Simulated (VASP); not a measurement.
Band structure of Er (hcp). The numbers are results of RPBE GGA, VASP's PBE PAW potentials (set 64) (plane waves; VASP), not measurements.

The 4f electrons are frozen in the core of the lanthanide potential, so 4f levels, which can set the real gap, and their magnetism are missing.

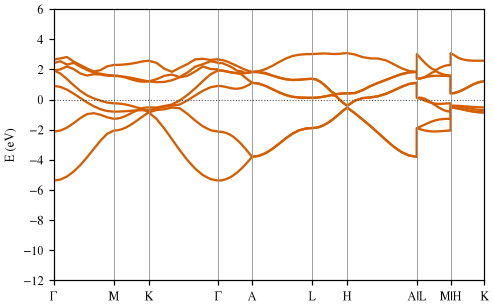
Fig. 1. Bands along high-symmetry lines, zero at the valence-band maximum or, without a gap, the Fermi level

### Question
Read the plot: is there a gap, and where are the band edges?

### Answer
It has no gap at this level: it comes out as a metal or semimetal. (Edges off the drawn lines would not show.)

The compound is Er in the hcp structure. It was relaxed first.
